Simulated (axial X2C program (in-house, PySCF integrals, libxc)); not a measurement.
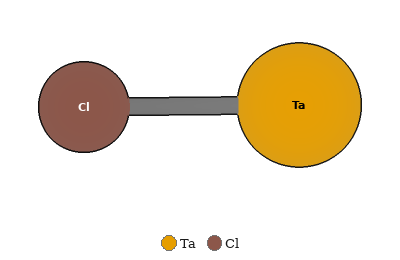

**Figure 1.** The molecule at the reference distance of 2.284 Å.

## Run report: TaCl, relativistic diatomic calculation

- system: TaCl, single determinant with Ω = 1.
- method: HF, two-component X2C with atomic mean-field Coulomb and Gaunt terms, Ta dyall-cv3z, Cl dyall-av3z (cores contracted) (axial X2C program (in-house, PySCF integrals, libxc))

### Key numbers

- outcome: converged
- bond length rₑ: 2.349 Å
- ωₑ: 352.6 cm⁻¹
- energy at the minimum: −16059.37305 hartree
- depth below the fragments: 3.50 eV
- hardware: 1 thread of Arm Neoverse V1, 24 GiB of memory available, shared host
- wall time: 25 s

### Remarks

Hartree–Fock lacks correlation, so it usually binds too weakly. To bear in mind: some points did not converge; 9 of the 10 points asked for were kept.

### Input file
```
{"zs": [73, 17], "q": 0, "bas": ["dyall-cv3z", "dyall-av3z"], "levels": ["PBE0", "HF", "LDA"], "cc": true, "r0": 2.45, "thr": -1.0, "nmax": 90, "npts": 10, "nst": 2, "ntry": 6}
```

The line is the task of a batch: nuclear charges, charge, bases, the levels to run, a first guess of the distance and further settings. This report covers HF with spin-orbit coupling. The log is that of the reference distance 2.284 Å.

The run was one of a batch that the task file lists, launched with:
```bash
python <driver script> task.json out
```

### Output
```
two-component X2C + atomic mean field  HF
basis functions 247  fitting functions 1213  grid points 5079
iter        total energy     max residual
   1     -16059.318814414     6.01e-01
   2     -16059.367170047     2.53e-02
   3     -16059.367858788     3.00e-02
   4     -16059.371322805     1.40e-03
   5     -16059.371545853     8.97e-04
   6     -16059.371658815     5.45e-04
   7     -16059.371722069     4.71e-04
   8     -16059.371774849     3.91e-04
   9     -16059.371808233     3.14e-04
  10     -16059.371828467     2.66e-04
  11     -16059.371865299     1.67e-04
  12     -16059.371894539     7.17e-05
  13     -16059.371896237     4.26e-05
  14     -16059.371896606     1.96e-05
  15     -16059.371896665     1.13e-05
  16     -16059.371896690     4.46e-06
  17     -16059.371896697     2.91e-06
  18     -16059.371896698     1.88e-06
converged
one-electron -22614.15521975  Coulomb 6624.16680820  exact exchange -343.48652462  xc functional 0.00000000  nuclear repulsion 287.52579630  atomic mean-field constant -13.42275683
correlated 12  virtual 314  natural virtual 90  E(MP2) -0.262978686  MP2 remainder -0.009857600
iter   CCSD correlation   residual
   1     -0.267806196   1.05e-01
   2     -0.274056623   4.84e-02
   3     -0.275918459   2.91e-02
   4     -0.276211464   1.85e-02
   5     -0.276457324   9.83e-03
   6     -0.276514819   4.86e-03
   7     -0.276524952   1.94e-03
   8     -0.276533483   8.23e-04
   9     -0.276525865   4.10e-04
  10     -0.276529390   1.94e-04
  11     -0.276529209   9.27e-05
  12     -0.276529996   5.33e-05
  13     -0.276529868   2.89e-05
  14     -0.276529982   1.47e-05
  15     -0.276530032   7.02e-06
  16     -0.276530075   3.56e-06
  17     -0.276530102   1.89e-06
  18     -0.276530115   1.06e-06
(T) -0.012290501622757825  T1 0.0210  D1 0.0350  max T2 0.117
```

### The points of the curve

| R (Å) | E (hartree) | dipole (D; origin at the first atom, positive when the second is positive) | highest filled (eV) | lowest empty (eV) |
| --- | --- | --- | --- | --- |
| 1.987 | – | – | −6.91 | 0.49 |
| 2.078 | −16059.346300 | −1.70 | −7.33 | 0.37 |
| 2.147 | −16059.359583 | −2.21 | −7.61 | 0.29 |
| 2.216 | −16059.367718 | −2.68 | −7.86 | 0.22 |
| 2.284 | −16059.371897 | −3.14 | −8.11 | 0.15 |
| 2.364 | −16059.373000 | −3.67 | −8.28 | 0.06 |
| 2.444 | −16059.371117 | −4.19 | −8.42 | −0.03 |
| 2.547 | −16059.365674 | −4.86 | −8.61 | −0.14 |
| 2.672 | −16059.356149 | −5.67 | −8.77 | −0.29 |

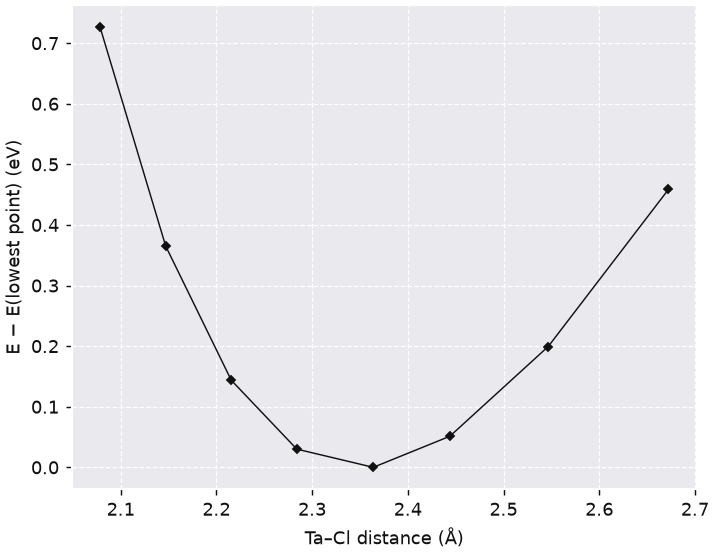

**Figure 2.** Energy at 8 bond lengths, for one set of occupations held fixed; the line joins the points. A polynomial of degree 6 through 8 points gives rₑ = 2.349 Å, ωₑ = 352.6 cm⁻¹, ωₑxₑ = 1.0 cm⁻¹ and Bₑ = 0.1042 cm⁻¹. The minimum lies 3.50 eV below Ta + Cl, each computed as one determinant at the same level. 1 further points did not converge.

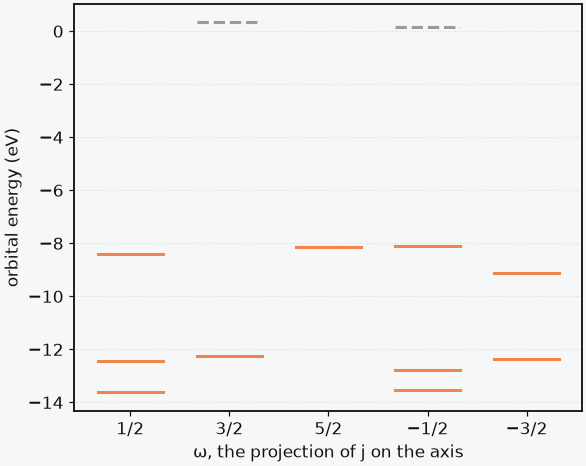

**Figure 3.** Orbital energies near the frontier at 2.28 Å, filled (solid) and empty (dashed). The highest filled spinor (−1/2; 69 % Ta d, 16 % Ta p) lies at −8.11 eV, the lowest empty one (−1/2; 69 % Ta s, 22 % Ta p) at 0.15 eV.
